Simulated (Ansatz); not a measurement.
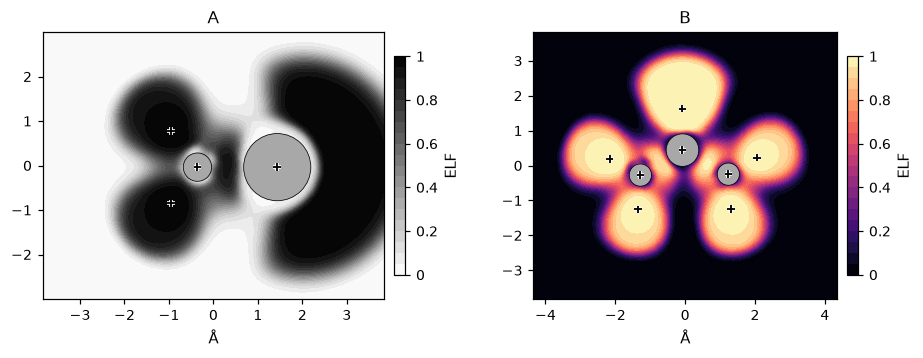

The ELF of 2 systems, each on a plane through atoms (crosses mark nuclei in the plane; grey discs cover the cores).

Level of theory: RHF/def2-SVP (Ansatz 0.2.0).

System 1: AlH$_{2}$N···H$_{2}$, the plane of atoms H5, N4 and H6. Not at a stationary point (largest force 1.5 eV/Å).

```xyz
6

Al   -1.1920    0.6371    0.8651
H     1.4841   -0.0599    0.7893
H     1.3198   -0.2589    0.1271
N    -1.4504    0.0237   -0.8048
H    -1.6755   -0.9245   -1.0578
H    -1.4719    0.5825   -1.6428
```

System 2: BH$_{5}$N$_{2}$···HCl, the plane of atoms B1, N5 and H7. Not at a stationary point (largest force 1.8 eV/Å).

```yaml
atoms:
  - { symbol: B, position_ang: [0.0496, -0.0949, 0.1742] }
  - { symbol: N, position_ang: [0.0654, -0.3238, 1.6469] }
  - { symbol: H, position_ang: [-0.7668, -0.6580, 2.0886] }
  - { symbol: H, position_ang: [0.8941, -0.6521, 2.1024] }
  - { symbol: N, position_ang: [1.2340, -0.0513, -0.5727] }
  - { symbol: H, position_ang: [2.1477, -0.1060, -0.1734] }
  - { symbol: H, position_ang: [1.2349, 0.1922, -1.5403] }
  - { symbol: H, position_ang: [-1.0124, 0.0186, -0.3689] }
  - { symbol: Cl, position_ang: [-0.2351, 2.9141, 0.7557] }
  - { symbol: H, position_ang: [-0.1174, 1.9235, 1.6237] }
```

### Which map belongs to which system?

Panel A is system 1, AlH$_{2}$N···H$_{2}$: the plane holds Al, N and H. Al–N (1.80 Å): the ELF peaks at about 0.90 in the valence shell of N, 0.7 Å from its nucleus, and is about 0.65 at the midpoint. Panel B is system 2, BH$_{5}$N$_{2}$···HCl: the plane holds B, N and H. N5···H8 (2.26 Å): the ELF dips to about 0.30 between them.
